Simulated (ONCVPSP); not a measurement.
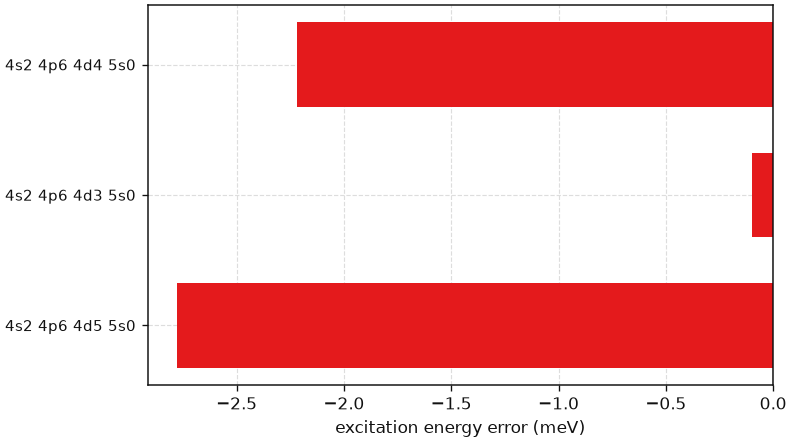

*Errors, all-electron minus pseudo, of the energies of valence configurations relative to the unpolarised reference 4s2 4p6 4d4 5s1. Not all tests gave a result: 1 of 4 tests not solved.*

- Worst configuration: 4s2 4p6 4d5 5s0 (neutral): the error is -2.8 meV on an all-electron energy of +1.28 eV relative to the reference, or 0.22 %.
- Errors in meV: 4s2 4p6 4d4 5s0: -2.2; 4s2 4p6 4d3 5s0: -0.1; 4s2 4p6 4d5 5s0: -2.8.
- Configurations within 10 meV and within 50 meV: 3 and 3 of 3.

# Run report: Nb, pseudopotential generation

- system: niobium (Nb, Z = 41), core [Ar] 3d10, reference valence 4s2 4p6 4d4 5s1, valence charge 13.
- method: ONCV potential, PBEsol, scalar-relativistic, made with ONCVPSP 4.0.1

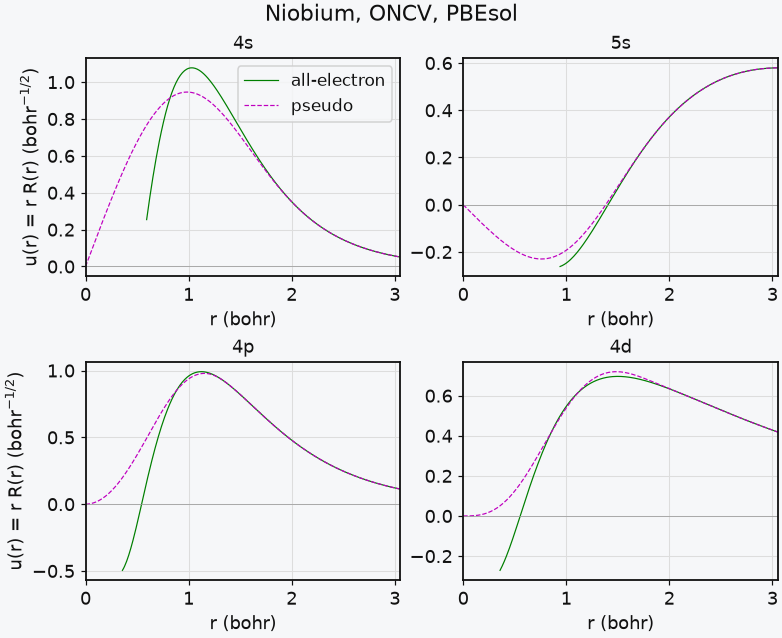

*Partial waves u(r) = r R(r), all-electron (solid) and pseudo (dashed). The innermost oscillations of some all-electron curves aren't drawn. Reference configuration 4s2 4p6 4d4 5s1.*

- Matching radii: 4s at 2.20 bohr; 5s at 2.20 bohr; 4p at 1.35 bohr; 4d at 2.35 bohr. The curves merge smoothly, so the plot gives these only roughly.
- Nodes of the pseudo-waves: 4s has no node; 5s has a node at about 1.4 bohr; 4p has no node; 4d has no node. A node in 5s is expected, since a lower shell of the same l is also in the valence and the two must stay orthogonal.
- Cutoffs needed: 21 Ha (loose) and 40 Ha (tight), as the cutoffs at which the residual kinetic energy of the hardest occupied pseudo-wave falls to 1 and 0.1 mHa per electron.

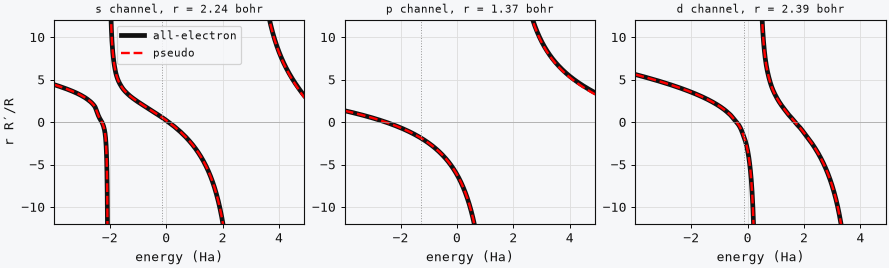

*Logarithmic derivatives r R′/R at the test radius against energy, all-electron atom (solid) and pseudo-atom (dashed). Here R(r) is the radial function. The dotted line marks the reference energy of the channel. Not drawn: f: not judged.*

- Zeros of the logarithmic derivative: s: all-electron -2.3 and 0.1 Ha, pseudo -2.3 and 0.1 Ha; p: all-electron -2.5 Ha, pseudo -2.5 Ha; d: all-electron -0.4 and 1.7 Ha, pseudo -0.4 and 1.7 Ha.
- Ghost states: the plot shows none: pseudo and all-electron curves have the same branches in all channels drawn. The separate test gives: no bound ghost flagged; GHOST(+) flagged for s at 160.8 eV.

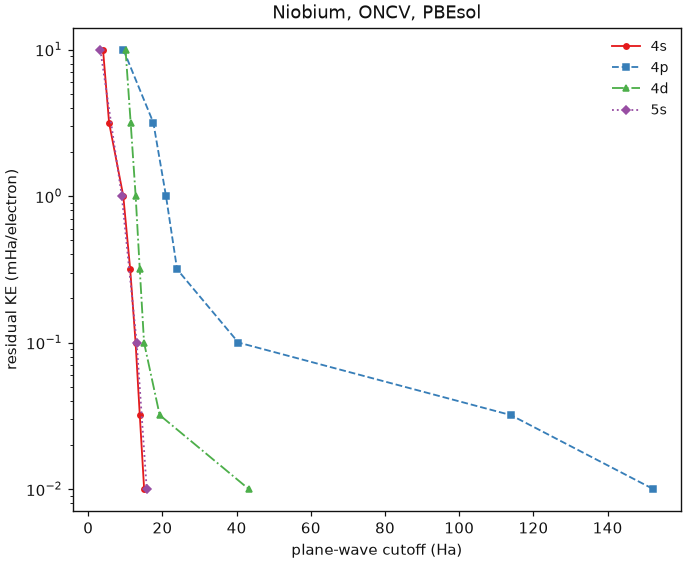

*Residual kinetic energy of the pseudo-waves (the first of each channel, and further valence shells) beyond the plane-wave cutoff, as the generator prints it.*

- Cutoffs for the occupied states: 21 Ha for 1 mHa and 40 Ha for 0.1 mHa per electron. The first is set by 4p.
- Hardest wave at 1 mHa per electron: 4p, with rc = 1.35 bohr and qcut = 7.1 1/bohr. The optimisation minimises, but can't always remove, the kinetic energy above qcut²/2 = 25.2 Ha, and a larger rc would as a rule soften the wave at some cost in transferability.
- Cutoffs for 1 mHa per electron: 4p: 21 Ha; 4d: 13 Ha; 4s: 9.4 Ha; 5s: 9.0 Ha.

These pictures come from the run below.

## Input
```
# ATOM AND REFERENCE CONFIGURATION
# atsym  z   nc   nv     iexc    psfile
  Nb 41.00    6    4  -116133      upf
#
#   n    l    f
    1    0    2.00
    2    0    2.00
    2    1    6.00
    3    0    2.00
    3    1    6.00
    3    2   10.00
    4    0    2.00
    4    1    6.00
    4    2    4.00
    5    0    1.00
#
# PSEUDOPOTENTIAL AND OPTIMIZATION
# lmax
    2
#
#   l,   rc,      ep,       ncon, nbas, qcut
    0    2.20    0.00    4    8    6.00
    1    1.35    0.00    3    8    7.10
    2    2.35    0.00    5   10    5.60
#
# LOCAL POTENTIAL
# lloc, lpopt,  rc(5),   dvloc0
    4    5    0.90    4.00
#
# VANDERBILT-KLEINMAN-BYLANDER PROJECTORs
# l, nproj, debl
    0    3    2.00
    1    2    1.40
    2    3    3.60
#
# MODEL CORE CHARGE
# icmod, fcfact, rcfact
    3    2.75    1.25
#
# LOG DERIVATIVE ANALYSIS
# epsh1, epsh2, depsh
   -4.00    5.00    0.02
#
# OUTPUT GRID
# rlmax, drl
    6.00    0.01
#
# TEST CONFIGURATIONS
# ncnf
    4
# nvcnf
#   n    l    f
    4
    4    0    2.00
    4    1    6.00
    4    2    4.00
    5    0    0.00
#
    4
    4    0    2.00
    4    1    6.00
    4    2    3.00
    5    0    0.00
#
    4
    4    0    2.00
    4    1    6.00
    4    2    2.00
    5    0    0.00
#
    4
    4    0    2.00
    4    1    6.00
    4    2    5.00
    5    0    0.00
#
```

Command:
```bash
oncvpsp.x < Nb.dat > Nb.out
```

## Output (extracts)
```
ONCVPSP  (Optimized Norm-Conservinng Vanderbilt PSeudopotential)
scalar-relativistic version 4.0.1

#   n    l    f        energy (Ha)
    1    0    2.00    -6.9075885E+02
    2    0    2.00    -9.6625714E+01
    2    1    6.00    -8.6296635E+01
    3    0    2.00    -1.6111680E+01
    3    1    6.00    -1.2736075E+01
    3    2   10.00    -7.2135926E+00
    4    0    2.00    -2.1443709E+00
    4    1    6.00    -1.2675705E+00
    4    2    4.00    -1.1229988E-01
    5    0    1.00    -1.4749674E-01

Reference configufation results
  iterations    27
  all-electron total energy (Ha)   -3.81749731D+03

Begin loop to  construct optimized pseudo wave functions
and semi-local pseudopoentials for all angular momenta

   Wellstate for l =  0  n =  7
     eigenvalue =   1.8525
     asymptotic potential =   2.3525
     half-point radius =  4.7349

Calculating optimized projector #   1

 for l=   0

    Fraction of norm inside rc  0.983640
    Optimizing pswf for qcut=   6.01 a_B^-1,  ecut=  18.04 Ha
    Residual kinetic energy error=  1.95D-07 Ha

    Energy error per electron        Cutoff
         Ha          eV             Ha
         0.01000     0.27211        3.97
         0.00100     0.02721        9.44
         0.00010     0.00272       12.76
         0.00001     0.00027       15.06

Calculating optimized projector #   2

 for l=   0

    Fraction of norm inside rc  0.103763
    Optimizing pswf for qcut=   6.01 a_B^-1,  ecut=  18.04 Ha
    Residual kinetic energy error=  9.19D-07 Ha

    Energy error per electron        Cutoff
         Ha          eV             Ha
         0.01000     0.27211        3.25
         0.00100     0.02721        9.04
         0.00010     0.00272       13.05
         0.00001     0.00027       15.76

Calculating optimized projector #   3

 for l=   0

    Fraction of norm inside rc  0.136468
    Optimizing pswf for qcut=   6.01 a_B^-1,  ecut=  18.04 Ha
    Residual kinetic energy error=  1.66D-05 Ha

    Energy error per electron        Cutoff
         Ha          eV             Ha
         0.01000     0.27211        6.91
         0.00100     0.02721       13.02
         0.00010     0.00272       16.10
         0.00001     0.00027       19.97

   Wellstate for l =  1  n =  5
     eigenvalue =   0.1324
     asymptotic potential =   0.6324
     half-point radius =  5.0867

Calculating optimized projector #   1

 for l=   1

    Fraction of norm inside rc  0.590909
    Optimizing pswf for qcut=   7.09 a_B^-1,  ecut=  25.11 Ha
    Residual kinetic energy error=  2.16D-04 Ha

    Energy error per electron        Cutoff
         Ha          eV             Ha
         0.01000     0.27211        9.46
         0.00100     0.02721       20.95
         0.00010     0.00272       40.47
         0.00001     0.00027      152.30

Calculating optimized projector #   2

 for l=   1

    Fraction of norm inside rc  0.058757
    Optimizing pswf for qcut=   7.09 a_B^-1,  ecut=  25.11 Ha
    Residual kinetic energy error=  5.47D-05 Ha

    Energy error per electron        Cutoff
         Ha          eV             Ha
         0.01000     0.27211        6.73
         0.00100     0.02721       16.61
         0.00010     0.00272       23.57
         0.00001     0.00027       44.23

   Wellstate for l =  2  n =  7
     eigenvalue =   3.4877
     asymptotic potential =   3.9877
     half-point radius =  4.1244

   Wellstate for l =  2  n =  9
     eigenvalue =   7.0877
     asymptotic potential =   7.5877
     half-point radius =  4.2502

Calculating optimized projector #   1

 for l=   2

    Fraction of norm inside rc  0.646159
    Optimizing pswf for qcut=   5.61 a_B^-1,  ecut=  15.72 Ha
    Residual kinetic energy error=  5.54D-05 Ha

    Energy error per electron        Cutoff
         Ha          eV             Ha
         0.01000     0.27211       10.04
         0.00100     0.02721       12.78
         0.00010     0.00272       15.04
         0.00001     0.00027       43.27

Calculating optimized projector #   2

 for l=   2

    Fraction of norm inside rc  0.188748
    Optimizing pswf for qcut=   5.61 a_B^-1,  ecut=  15.72 Ha
    Residual kinetic energy error=  2.30D-03 Ha

    Energy error per electron        Cutoff
         Ha          eV             Ha
         0.01000     0.27211       13.58
         0.00100     0.02721       17.77
         0.00010     0.00272       72.30
         0.00001     0.00027       84.68

Calculating optimized projector #   3

 for l=   2

    Fraction of norm inside rc  0.116046
    Optimizing pswf for qcut=   5.61 a_B^-1,  ecut=  15.72 Ha
    Residual kinetic energy error=  2.07D-02 Ha

    Energy error per electron        Cutoff
         Ha          eV             Ha
         0.01000     0.27211       17.22
         0.00100     0.02721       30.35
         0.00010     0.00272       87.04
         0.00001     0.00027      100.60

Construct Vanderbilt / Kleinmman-Bylander projectors

B matrix Hermiticity error, ll=   0
   1   2    1.5360E-04
   1   3    3.5956E-04
   2   3   -7.1673E-05

  Orthonormal projector coefficients  1.3180E+01  2.9694E+00  3.6892E-01

B matrix Hermiticity error, ll=   1
   1   2    1.2305E-04

  Orthonormal projector coefficients  9.0766E+00  1.4096E+00

B matrix Hermiticity error, ll=   2
   1   2    1.4510E-04
   1   3    2.4758E-04
   2   3   -1.9452E-04

  Orthonormal projector coefficients  4.2656E+00 -3.6774E+00 -1.6350E+00

Model core correction analysis
  based on d2Exc/dn_idn_j

d2excae - all-electron derivatives

   -3.318300D-02   -2.930728D-02   -1.354711D-02   -1.856435D-03
   -2.930756D-02   -2.760775D-02   -1.536044D-02   -2.480458D-03
   -1.354738D-02   -1.536053D-02   -1.771403D-02   -1.296579D-02
   -1.856375D-03   -2.480126D-03   -1.295974D-02   -2.829622D-02

d2excps - pseudofunction derivatives with no core correction

   -4.619879D-02   -3.255321D-02   -1.336791D-02   -3.029731D-03
   -3.255373D-02   -3.094761D-02   -1.633331D-02   -2.719656D-03
   -1.336803D-02   -1.633343D-02   -1.836153D-02   -1.295712D-02
   -3.030681D-03   -2.719349D-03   -1.295108D-02   -2.838353D-02

rms 2nd derivative error    3.595949E-03

rmatch, rhocmatch    0.7948    9.3216

Teter function model core charge with specified parameters

d2excps - pseudofunction derivatives with core correction

   -3.507169D-02   -2.873981D-02   -1.266087D-02   -2.171522D-03
   -2.873984D-02   -2.907532D-02   -1.597302D-02   -2.441505D-03
   -1.266098D-02   -1.597313D-02   -1.831354D-02   -1.290341D-02
   -2.171471D-03   -2.441170D-03   -1.289737D-02   -2.831709D-02

rms 2nd derivative error    7.605971E-04

Pseudoatom total energy  -57.081557

Diagnostic tests using Vanderbilt-Kleinman-Bylander pseudopotentials
  1 or more projectors used as specified by nproj input data

   l    rcore       rmatch      e in        delta e   norm test  slope test

   0   2.2105438   2.2776607  -2.1443709   0.0000011   1.0001454   1.0001301
   0   2.2105438   2.2776607  -0.1474967   0.0000007   1.0000183   1.0000146
   0   2.2105438   2.2776607   1.8525033   0.0000070   1.0002046   1.0002046

   1   1.3535201   1.3946159  -1.2675705   0.0000710   1.0001183   1.0002657
   1   1.3535201   1.3946159   0.1324295   0.0000919   1.0003051   1.0003051

   2   2.3608963   2.4325782  -0.1122999  -0.0000004   0.9999986   1.0000002
   2   2.3608963   2.4325782   3.4877001   0.0000091   1.0002168   1.0002168
   2   2.3608963   2.4325782   7.0877001   0.0001946   1.0001273   1.0001273

 Testing for bound ghosts
   n   l    E NL Schr. Eq   E Basis Diag.   E Cutoff

   1   0       -2.144370       -2.144351     71.99
   2   0       -0.147496       -0.128646     71.99

   2   1       -1.267500       -1.266592    164.88

   3   2       -0.112300       -0.110358    121.54

 Testing for highly-localized positive-energy ghosts
       l    <radius>/rc     E Basis Diag.   E Cutoff

       0        0.323280        5.911115     71.99  WARNING - GHOST(+)

Test configuration 0

   n   l     f        eae           eps        diff
   1   0  2.0000 -690.75884838
   2   0  2.0000  -96.62571369
   2   1  6.0000  -86.29663498
   3   0  2.0000  -16.11168006
   3   1  6.0000  -12.73607540
   3   2 10.0000   -7.21359258
   4   0  2.0000   -2.14437091   -2.14436982    1.09D-06
   4   1  6.0000   -1.26757055   -1.26749951    7.10D-05
   4   2  4.0000   -0.11229988   -0.11230031   -4.30D-07
   5   0  1.0000   -0.14749674   -0.14749601    7.37D-07

    Total energies and differences
      AE_ref= -3.81749731D+03  AE_tst= -3.81749731D+03  dif=  0.00D+00
      PS_ref= -5.70815572D+01  PS_tst= -5.70815572D+01  dif=  1.21D-13
      PSP excitation error= -1.21D-13

Test configuration 1

   n   l     f        eae           eps        diff
   1   0  2.0000 -690.99446005
   2   0  2.0000  -96.85744940
   2   1  6.0000  -86.52863564
   3   0  2.0000  -16.34438665
   3   1  6.0000  -12.96876110
   3   2 10.0000   -7.44597487
   4   0  2.0000   -2.37954705   -2.38138614   -1.84D-03
   4   1  6.0000   -1.50414354   -1.50468905   -5.46D-04
   4   2  4.0000   -0.34196342   -0.34198215   -1.87D-05

    Total energies and differences
      AE_ref= -3.81749731D+03  AE_tst= -3.81725283D+03  dif=  2.44D-01
      PS_ref= -5.70815572D+01  PS_tst= -5.68369918D+01  dif=  2.45D-01
      PSP excitation error= -8.15D-05

Test configuration 2

   n   l     f        eae           eps        diff
   1   0  2.0000 -691.40897781
   2   0  2.0000  -97.27645883
   2   1  6.0000  -86.94728627
   3   0  2.0000  -16.76126550
   3   1  6.0000  -13.38562995
   3   2 10.0000   -7.86326213
   4   0  2.0000   -2.78665728   -2.78738410   -7.27D-04
   4   1  6.0000   -1.90465409   -1.90455667    9.74D-05
   4   2  3.0000   -0.70115650   -0.70089177    2.65D-04

    Total energies and differences
      AE_ref= -3.81749731D+03  AE_tst= -3.81673729D+03  dif=  7.60D-01
      PS_ref= -5.70815572D+01  PS_tst= -5.63215298D+01  dif=  7.60D-01
      PSP excitation error= -3.58D-06

Test configuration 3

psatom: WARNING lschvkbb convergence error n,l,iter=   3   2   4
ea(ii),et,emin,emax -1.231293E-01 -1.354423E-01 -1.354423E-01 -1.354423E-01
run_config: WARNING for fully non-local PS atom, stg. 1
 WARNING no output for configuration 4

Test configuration 4

   n   l     f        eae           eps        diff
   1   0  2.0000 -690.69397582
   2   0  2.0000  -96.55545027
   2   1  6.0000  -86.22678929
   3   0  2.0000  -16.04216309
   3   1  6.0000  -12.66652882
   3   2 10.0000   -7.14365494
   4   0  2.0000   -2.07777900   -2.08013564   -2.36D-03
   4   1  6.0000   -1.20454968   -1.20521210   -6.62D-04
   4   2  5.0000   -0.07024222   -0.07021424    2.80D-05

    Total energies and differences
      AE_ref= -3.81749731D+03  AE_tst= -3.81745014D+03  dif=  4.72D-02
      PS_ref= -5.70815572D+01  PS_tst= -5.70342791D+01  dif=  4.73D-02
      PSP excitation error= -1.02D-04
```

## Key numbers

- outcome: generated
- cutoffs needed: 21 Ha and 40 Ha (the cutoffs at which the residual kinetic energy of the hardest occupied pseudo-wave falls to 1 and 0.1 mHa per electron)
- ghost test: no bound ghost flagged; GHOST(+) flagged for s at 160.8 eV
- configuration tests: 1 of 4 tests not solved
- rms error of d²Exc/dni dnj: 3.60 mHa without and 0.76 mHa with the model core
- largest excitation error among the tests solved: -2.8 meV (all-electron minus pseudo) for 4s2 4p6 4d5 5s0
- range over which the phases arctan(r R′/R) at the test radius agree within 0.05 rad (a looser test near the poles than one of phase shifts): s: over the whole range computed; p: over the whole range computed; d: over the whole range computed; f: not judged, local potential alone
- hardware: 1 CPU thread, shared host
- wall time: 4.3 s

## Notes

Warnings of the program, in the generation or the tests: psatom: WARNING lschvkbb convergence error n,l,iter= 3 2 4.
